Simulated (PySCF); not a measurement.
C4H12Sn, SMILES [CH3][Sn]([CH3])([CH3])[CH3] at its GFN2-xTB optimised geometry (Å):

```
17

C      1.8128    -0.7980     0.0000
Sn    -0.3816    -0.7980     0.0000
C     -1.1098     1.2717     0.0000
C     -1.1132    -1.8317    -1.7921
C     -1.1160    -1.8310     1.7913
H      2.1917    -0.2522    -0.8562
H      2.1925    -1.8121    -0.0444
H      2.1918    -0.3291     0.9006
H     -2.1925     1.2932     0.0505
H     -0.7983     1.7833    -0.9036
H     -0.7159     1.8121     0.8532
H     -0.7319    -1.3541    -2.6871
H     -0.7906    -2.8663    -1.7914
H     -2.1962    -1.8102    -1.8268
H     -0.7458    -2.8491     1.8212
H     -0.7845    -1.3190     2.6871
H     -2.1995    -1.8599     1.7940
```

Calculation: CAM-B3LYP/def2-SVP, def2 effective core potentials past Kr (PySCF). The core electrons that the potentials of Sn replace are not part of the density.

Map of the Laplacian of the electron density (e/bohr⁵), clipped to [-1.50, 1.50] on the plane z = 1.0 Å:

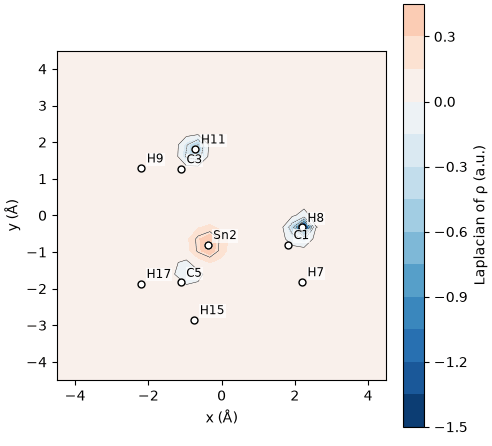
Fig. 1. Laplacian of the electron density (e/bohr⁵), clipped to [-1.50, 1.50] on the plane z = 1.0 Å.
